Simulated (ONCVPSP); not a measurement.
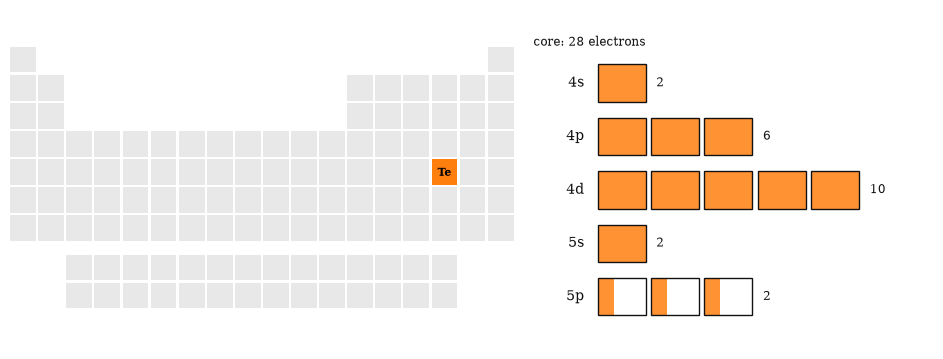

Left, the place of tellurium in the periodic table; right, the valence shells of the reference configuration: a box for each of the 2l + 1 orbitals, shaded by the share of the shell that is filled, with the electron count at the right.

**Te: pseudopotential generation**

Tellurium (Te, Z = 52), core [Ar] 3d10, reference valence 4s2 4p6 4d10 5s2 5p2 (an ion of charge +2), valence charge 24. Computed at this level: ONCV potential, PBE, scalar-relativistic, made with ONCVPSP 4.0.1.

Input file:
```
# ATOM AND REFERENCE CONFIGURATION
# atsym  z   nc   nv     iexc    psfile
  Te 52.00    6    5        4      upf
#
#   n    l    f
    1    0    2.00
    2    0    2.00
    2    1    6.00
    3    0    2.00
    3    1    6.00
    3    2   10.00
    4    0    2.00
    4    1    6.00
    4    2   10.00
    5    0    2.00
    5    1    2.00
#
# PSEUDOPOTENTIAL AND OPTIMIZATION
# lmax
    2
#
#   l,   rc,      ep,       ncon, nbas, qcut
    0    1.30    0.00    4    8   11.30
    1    1.40    0.00    4    8    9.90
    2    1.45    0.00    4    8   11.20
#
# LOCAL POTENTIAL
# lloc, lpopt,  rc(5),   dvloc0
    4    4    1.15    0.00
#
# VANDERBILT-KLEINMAN-BYLANDER PROJECTORs
# l, nproj, debl
    0    2    3.10
    1    2    2.90
    2    2    2.50
#
# MODEL CORE CHARGE
# icmod, fcfact, rcfact
    3    2.00    1.10
#
# LOG DERIVATIVE ANALYSIS
# epsh1, epsh2, depsh
   -8.00    5.00    0.04
#
# OUTPUT GRID
# rlmax, drl
    6.00    0.01
#
# TEST CONFIGURATIONS
# ncnf
    4
# nvcnf
#   n    l    f
    5
    4    0    2.00
    4    1    6.00
    4    2   10.00
    5    0    2.00
    5    1    4.00
#
    5
    4    0    2.00
    4    1    6.00
    4    2   10.00
    5    0    2.00
    5    1    3.00
#
    5
    4    0    2.00
    4    1    6.00
    4    2   10.00
    5    0    2.00
    5    1    1.00
#
    5
    4    0    2.00
    4    1    6.00
    4    2    9.00
    5    0    2.00
    5    1    4.00
#
```

Run as:
```bash
oncvpsp.x < Te.dat > Te.out
```

Log (extracts):
```
ONCVPSP  (Optimized Norm-Conservinng Vanderbilt PSeudopotential)
scalar-relativistic version 4.0.1

#   n    l    f        energy (Ha)
    1    0    2.00    -1.1630806E+03
    2    0    2.00    -1.7896724E+02
    2    1    6.00    -1.6072726E+02
    3    0    2.00    -3.6190166E+01
    3    1    6.00    -3.0261581E+01
    3    2   10.00    -2.1299928E+01
    4    0    2.00    -6.7551219E+00
    4    1    6.00    -4.9179157E+00
    4    2   10.00    -2.2412486E+00
    5    0    2.00    -1.2022540E+00
    5    1    2.00    -8.1967105E-01

Reference configufation results
  iterations    22
  all-electron total energy (Ha)   -6.79346532D+03

Begin loop to  construct optimized pseudo wave functions
and semi-local pseudopoentials for all angular momenta

Calculating optimized projector #   1

 for l=   0

    Fraction of norm inside rc  0.966839
    Optimizing pswf for qcut=  11.31 a_B^-1,  ecut=  63.94 Ha
    Residual kinetic energy error=  1.23D-07 Ha

    Energy error per electron        Cutoff
         Ha          eV             Ha
         0.01000     0.27211       33.24
         0.00100     0.02721       42.00
         0.00010     0.00272       48.92
         0.00001     0.00027       54.61

Calculating optimized projector #   2

 for l=   0

    Fraction of norm inside rc  0.118974
    Optimizing pswf for qcut=  11.31 a_B^-1,  ecut=  63.94 Ha
    Residual kinetic energy error=  3.64D-07 Ha

    Energy error per electron        Cutoff
         Ha          eV             Ha
         0.01000     0.27211       31.10
         0.00100     0.02721       41.72
         0.00010     0.00272       50.05
         0.00001     0.00027       56.03

Calculating optimized projector #   1

 for l=   1

    Fraction of norm inside rc  0.962561
    Optimizing pswf for qcut=   9.90 a_B^-1,  ecut=  48.97 Ha
    Residual kinetic energy error=  5.80D-08 Ha

    Energy error per electron        Cutoff
         Ha          eV             Ha
         0.01000     0.27211       22.79
         0.00100     0.02721       28.32
         0.00010     0.00272       33.27
         0.00001     0.00027       37.28

Calculating optimized projector #   2

 for l=   1

    Fraction of norm inside rc  0.087959
    Optimizing pswf for qcut=   9.90 a_B^-1,  ecut=  48.97 Ha
    Residual kinetic energy error=  1.30D-06 Ha

    Energy error per electron        Cutoff
         Ha          eV             Ha
         0.01000     0.27211       18.60
         0.00100     0.02721       24.05
         0.00010     0.00272       28.26
         0.00001     0.00027       37.49

   Wellstate for l =  2  n =  6
     eigenvalue =   0.2588
     asymptotic potential =   0.7588
     half-point radius =  5.1248

Calculating optimized projector #   1

 for l=   2

    Fraction of norm inside rc  0.891485
    Optimizing pswf for qcut=  11.19 a_B^-1,  ecut=  62.57 Ha
    Residual kinetic energy error=  3.89D-07 Ha

    Energy error per electron        Cutoff
         Ha          eV             Ha
         0.01000     0.27211       36.62
         0.00100     0.02721       44.73
         0.00010     0.00272       51.02
         0.00001     0.00027       56.32

Calculating optimized projector #   2

 for l=   2

    Fraction of norm inside rc  0.032937
    Optimizing pswf for qcut=  11.19 a_B^-1,  ecut=  62.57 Ha
    Residual kinetic energy error=  1.58D-07 Ha

    Energy error per electron        Cutoff
         Ha          eV             Ha
         0.01000     0.27211       28.15
         0.00100     0.02721       38.31
         0.00010     0.00272       46.86
         0.00001     0.00027       53.40

Construct Vanderbilt / Kleinmman-Bylander projectors

B matrix Hermiticity error, ll=   0
   1   2    1.3673E-03

  Orthonormal projector coefficients  1.1494E+01 -2.5244E-01

B matrix Hermiticity error, ll=   1
   1   2    7.6470E-04

  Orthonormal projector coefficients  1.8347E+00 -8.0352E-01

B matrix Hermiticity error, ll=   2
   1   2   -2.6132E-04

  Orthonormal projector coefficients -4.3525E+00 -8.2551E-01

Model core correction analysis
  based on d2Exc/dn_idn_j

d2excae - all-electron derivatives

   -3.659161D-02   -3.358128D-02   -2.650058D-02   -3.434826D-03
   -2.328751D-03
   -3.358138D-02   -3.188564D-02   -2.649501D-02   -3.937626D-03
   -2.433184D-03
   -2.650075D-02   -2.649510D-02   -2.502549D-02   -7.288980D-03
   -4.274209D-03
   -3.434710D-03   -3.937396D-03   -7.288491D-03   -3.033984D-02
   -2.777973D-02
   -2.328713D-03   -2.433055D-03   -4.273728D-03   -2.777834D-02
   -3.021813D-02

d2excps - pseudofunction derivatives with no core correction

   -4.274226D-02   -3.794255D-02   -2.808586D-02   -4.523428D-03
   -2.953976D-03
   -3.794303D-02   -3.532282D-02   -2.826094D-02   -4.775083D-03
   -2.951383D-03
   -2.808612D-02   -2.826103D-02   -2.691890D-02   -7.449587D-03
   -4.414489D-03
   -4.523236D-03   -4.774896D-03   -7.449101D-03   -3.048028D-02
   -2.786791D-02
   -2.954018D-03   -2.951280D-03   -4.414010D-03   -2.786652D-02
   -3.027492D-02

rms 2nd derivative error    2.076141E-03

rmatch, rhocmatch    0.5052   54.3763

Teter function model core charge with specified parameters

d2excps - pseudofunction derivatives with core correction

   -3.842513D-02   -3.551972D-02   -2.753456D-02   -3.899158D-03
   -2.636946D-03
   -3.551982D-02   -3.370259D-02   -2.777861D-02   -4.421934D-03
   -2.746192D-03
   -2.753471D-02   -2.777867D-02   -2.667250D-02   -7.372405D-03
   -4.359540D-03
   -3.899064D-03   -4.421728D-03   -7.371917D-03   -3.039017D-02
   -2.782178D-02
   -2.636920D-03   -2.746076D-03   -4.359060D-03   -2.782040D-02
   -3.024872D-02

rms 2nd derivative error    9.725431E-04

Pseudoatom total energy -266.944399

Diagnostic tests using Vanderbilt-Kleinman-Bylander pseudopotentials
  1 or more projectors used as specified by nproj input data

   l    rcore       rmatch      e in        delta e   norm test  slope test

   0   1.3001055   1.3395795  -6.7551219  -0.0000003   1.0004114   1.0003827
   0   1.3001055   1.3395795  -1.2022540   0.0000134   1.0000543   1.0000479

   1   1.4052459   1.4479122  -4.9179157   0.0000080   1.0003088   1.0003012
   1   1.4052459   1.4479122  -0.8196710   0.0000167   1.0000599   1.0000479

   2   1.4565997   1.5008252  -2.2412486  -0.0000180   1.0002028   1.0002189
   2   1.4565997   1.5008252   0.2587514   0.0000243   1.0003575   1.0003575

 Testing for bound ghosts
   n   l    E NL Schr. Eq   E Basis Diag.   E Cutoff

   1   0       -6.755122       -6.755122    156.80
   2   0       -1.202241       -1.174529    156.80

   2   1       -4.917908       -4.917908    154.51
   3   1       -0.819654       -0.775996    154.51

   3   2       -2.241267       -2.241245    163.03

 Testing for highly-localized positive-energy ghosts
       l    <radius>/rc     E Basis Diag.   E Cutoff

Test configuration 0

   n   l     f        eae           eps        diff
   1   0  2.0000-1163.08063762
   2   0  2.0000 -178.96723614
   2   1  6.0000 -160.72726474
   3   0  2.0000  -36.19016583
   3   1  6.0000  -30.26158127
   3   2 10.0000  -21.29992836
   4   0  2.0000   -6.75512185   -6.75512219   -3.35D-07
   4   1  6.0000   -4.91791573   -4.91790770    8.03D-06
   4   2 10.0000   -2.24124864   -2.24126660   -1.80D-05
   5   0  2.0000   -1.20225398   -1.20224061    1.34D-05
   5   1  2.0000   -0.81967105   -0.81965435    1.67D-05

    Total energies and differences
      AE_ref= -6.79346532D+03  AE_tst= -6.79346532D+03  dif=  0.00D+00
      PS_ref= -2.66944399D+02  PS_tst= -2.66944399D+02  dif= -6.76D-12
      PSP excitation error=  6.76D-12

Test configuration 1

   n   l     f        eae           eps        diff
   1   0  2.0000-1162.35542702
   2   0  2.0000 -178.24669001
   2   1  6.0000 -160.00617970
   3   0  2.0000  -35.47180848
   3   1  6.0000  -29.54318162
   3   2 10.0000  -20.58152409
   4   0  2.0000   -6.04114043   -6.04057552    5.65D-04
   4   1  6.0000   -4.20445660   -4.20407570    3.81D-04
   4   2 10.0000   -1.53071796   -1.53079297   -7.50D-05
   5   0  2.0000   -0.55523108   -0.55520578    2.53D-05
   5   1  4.0000   -0.21877984   -0.21876729    1.26D-05

    Total energies and differences
      AE_ref= -6.79346532D+03  AE_tst= -6.79448158D+03  dif= -1.02D+00
      PS_ref= -2.66944399D+02  PS_tst= -2.67960892D+02  dif= -1.02D+00
      PSP excitation error=  2.29D-04

Test configuration 2

   n   l     f        eae           eps        diff
   1   0  2.0000-1162.69189848
   2   0  2.0000 -178.58157394
   2   1  6.0000 -160.34125294
   3   0  2.0000  -35.80595409
   3   1  6.0000  -29.87734254
   3   2 10.0000  -20.91568308
   4   0  2.0000   -6.37386034   -6.37347833    3.82D-04
   4   1  6.0000   -4.53702394   -4.53676362    2.60D-04
   4   2 10.0000   -1.86233163   -1.86238349   -5.19D-05
   5   0  2.0000   -0.86152193   -0.86149323    2.87D-05
   5   1  3.0000   -0.50283714   -0.50281641    2.07D-05

    Total energies and differences
      AE_ref= -6.79346532D+03  AE_tst= -6.79412405D+03  dif= -6.59D-01
      PS_ref= -2.66944399D+02  PS_tst= -2.67603284D+02  dif= -6.59D-01
      PSP excitation error=  1.52D-04

Test configuration 3

   n   l     f        eae           eps        diff
   1   0  2.0000-1163.51337061
   2   0  2.0000 -179.39520717
   2   1  6.0000 -161.15576470
   3   0  2.0000  -36.61586663
   3   1  6.0000  -30.68732196
   3   2 10.0000  -21.72568818
   4   0  2.0000   -7.17609758   -7.17671846   -6.21D-04
   4   1  6.0000   -5.33824560   -5.33864996   -4.04D-04
   4   2 10.0000   -2.65840698   -2.65838949    1.75D-05
   5   0  2.0000   -1.56894548   -1.56898157   -3.61D-05
   5   1  1.0000   -1.16154976   -1.16156306   -1.33D-05

    Total energies and differences
      AE_ref= -6.79346532D+03  AE_tst= -6.79247682D+03  dif=  9.88D-01
      PS_ref= -2.66944399D+02  PS_tst= -2.65955649D+02  dif=  9.89D-01
      PSP excitation error= -2.55D-04

Test configuration 4

   n   l     f        eae           eps        diff
   1   0  2.0000-1163.02652479
   2   0  2.0000 -178.93553266
   2   1  6.0000 -160.69427585
   3   0  2.0000  -36.14303551
   3   1  6.0000  -30.21447507
   3   2 10.0000  -21.25617804
   4   0  2.0000   -6.65760785   -6.65517725    2.43D-03
   4   1  6.0000   -4.80850360   -4.80730370    1.20D-03
   4   2  9.0000   -2.10328127   -2.10111450    2.17D-03
   5   0  2.0000   -0.94242609   -0.94226534    1.61D-04
   5   1  4.0000   -0.55669288   -0.55661352    7.94D-05

    Total energies and differences
      AE_ref= -6.79346532D+03  AE_tst= -6.79267154D+03  dif=  7.94D-01
      PS_ref= -2.66944399D+02  PS_tst= -2.66151257D+02  dif=  7.93D-01
      PSP excitation error=  6.29D-04
```

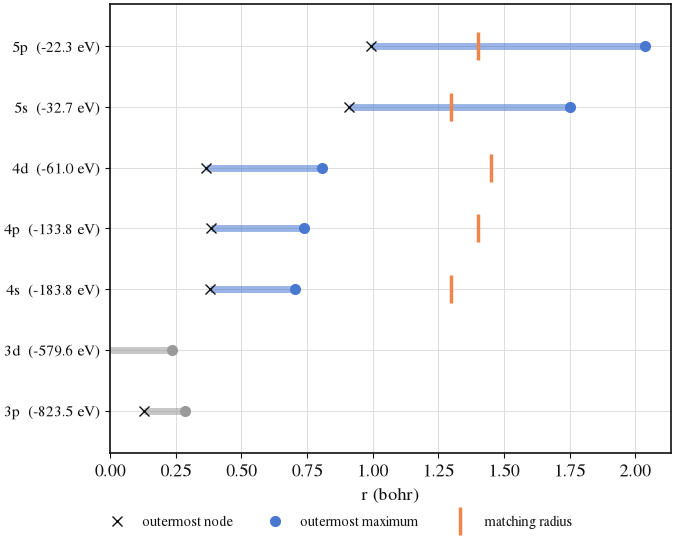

Outer shells of the all-electron reference atom: each bar runs from the outermost node (or the nucleus) to the outermost maximum of u(r); the tick is the radius chosen for the pseudo-wave. Shells without a tick have no pseudo-wave of their own. Levels, nodes and maxima are from ld1.x, scalar-relativistic.

- Radii against the shells: 4s: 1.30 bohr, outside the maximum; 4p: 1.40 bohr, outside the maximum; 4d: 1.45 bohr, outside the maximum; 5s: 1.30 bohr, between node and maximum; 5p: 1.40 bohr, between node and maximum.

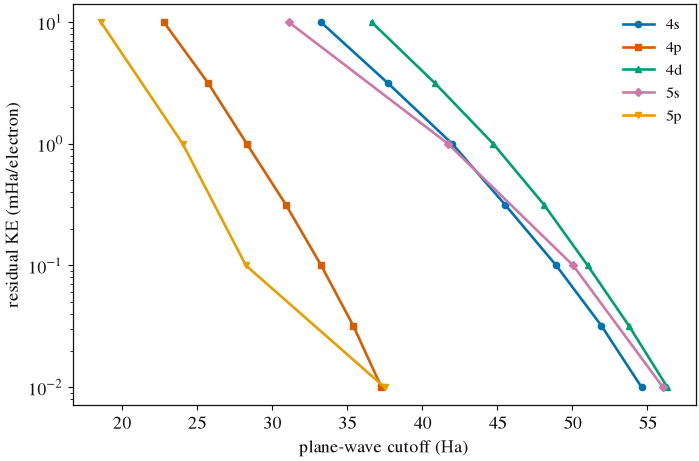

Residual kinetic energy of the pseudo-waves (the first of each channel, and further valence shells) beyond the plane-wave cutoff, as the generator prints it.

- Cutoffs for the occupied states: 45 Ha for 1 mHa and 51 Ha for 0.1 mHa per electron. The first is set by 4d.
- Cutoffs for 1 mHa per electron: 4d: 45 Ha; 4s: 42 Ha; 5s: 42 Ha; 4p: 28 Ha; 5p: 24 Ha.

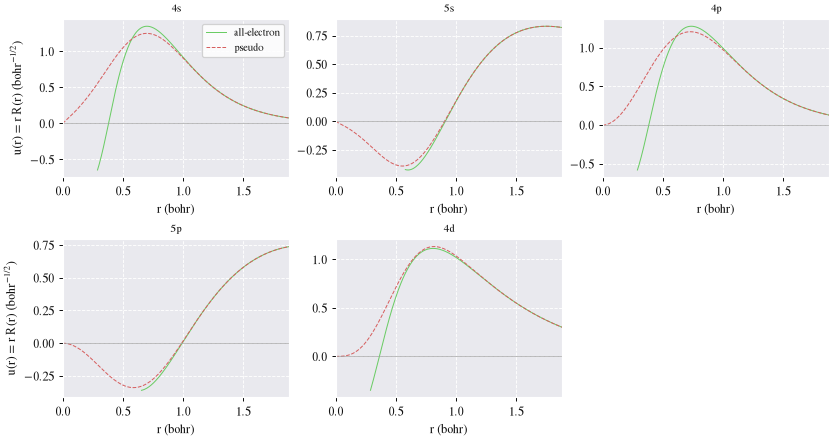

Partial waves u(r) = r R(r), all-electron (solid) and pseudo (dashed). The innermost oscillations of some all-electron curves aren't drawn. Reference configuration 4s2 4p6 4d10 5s2 5p2.

- Matching radii: 4s at 1.30 bohr; 5s at 1.30 bohr; 4p at 1.40 bohr; 5p at 1.40 bohr; 4d at 1.45 bohr. The curves merge smoothly, so the plot gives these only roughly.
- Nodes of the pseudo-waves: 4s has no node; 5s has a node at about 0.9 bohr; 4p has no node; 5p has a node at about 1.0 bohr; 4d has no node. A node in 5s and 5p is expected, since a lower shell of the same l is also in the valence and the two must stay orthogonal.
- Cutoffs needed: 45 Ha (loose) and 51 Ha (tight), as the cutoffs at which the residual kinetic energy of the hardest occupied pseudo-wave falls to 1 and 0.1 mHa per electron.

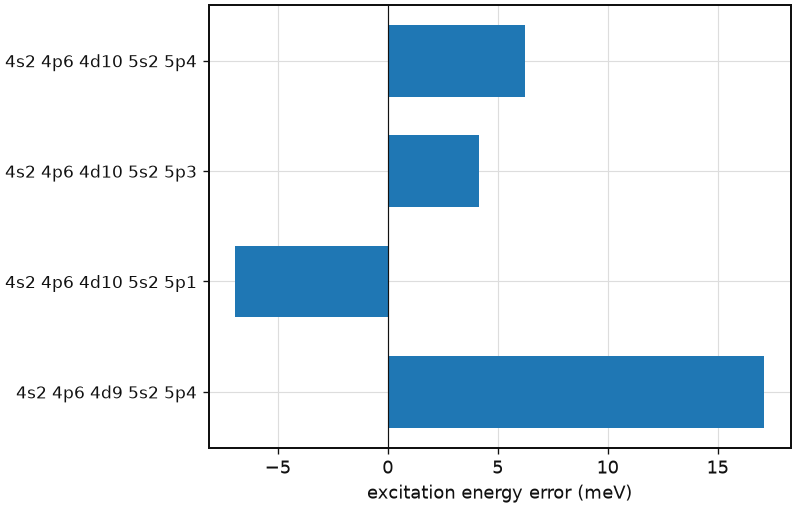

Errors, all-electron minus pseudo, of the energies of valence configurations relative to the unpolarised reference 4s2 4p6 4d10 5s2 5p2.

- Worst configuration: 4s2 4p6 4d9 5s2 5p4 (charge +1): the error is +17 meV on an all-electron energy of +21.60 eV relative to the reference, or 0.079 %.
- Configurations within 10 meV and within 50 meV: 3 and 4 of 4.
- Errors in meV: 4s2 4p6 4d10 5s2 5p4: +6.2; 4s2 4p6 4d10 5s2 5p3: +4.1; 4s2 4p6 4d10 5s2 5p1: -6.9; 4s2 4p6 4d9 5s2 5p4: +17.

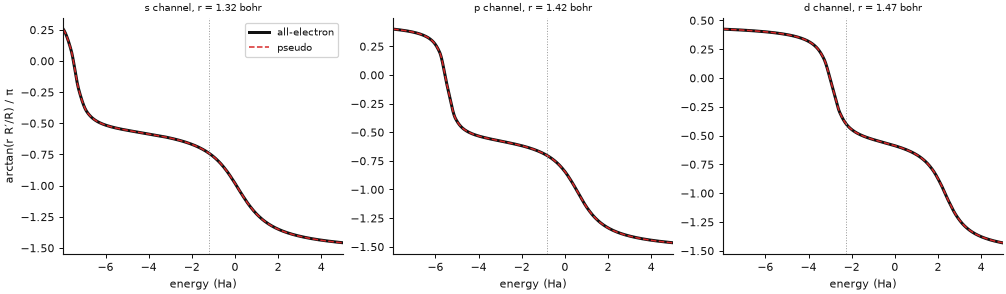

Unwrapped phase arctan(r R′/R) in units of π against energy, all-electron (solid) and pseudo (dashed); the pseudo phase is matched to the all-electron one at the reference energy. Here R(r) is the radial function. The dotted line marks the reference energy of the channel. Not drawn: f: not judged.

- Range over which the phases agree within 0.05 rad: s: over the whole range drawn; p: over the whole range drawn; d: over the whole range drawn.
- Ghost states: the plot shows none: the two phases stay within 0.01 rad of each other in all channels drawn. The separate test gives: no bound ghost flagged; no localised positive-energy state flagged.
- Poles, where the radial function vanishes at the test radius: s: all-electron at -6.2 Ha, pseudo at -6.2 Ha; p: all-electron at -4.5 Ha, pseudo at -4.5 Ha; d: all-electron at -1.5 Ha, pseudo at -1.5 Ha.

Key numbers:

- outcome: generated
- cutoffs needed: 45 Ha and 51 Ha (the cutoffs at which the residual kinetic energy of the hardest occupied pseudo-wave falls to 1 and 0.1 mHa per electron)
- ghost test: no bound ghost flagged; no localised positive-energy state flagged
- largest excitation error: +17 meV (all-electron minus pseudo) for 4s2 4p6 4d9 5s2 5p4, out of 4 test configurations
- rms error of d²Exc/dni dnj: 2.08 mHa without and 0.97 mHa with the model core
- range over which the phases arctan(r R′/R) at the test radius agree within 0.05 rad (a looser test near the poles than one of phase shifts): s: over the whole range computed; p: over the whole range computed; d: over the whole range computed; f: not judged, local potential alone
- hardware: 1 CPU thread, shared host
- wall time: 4.1 s
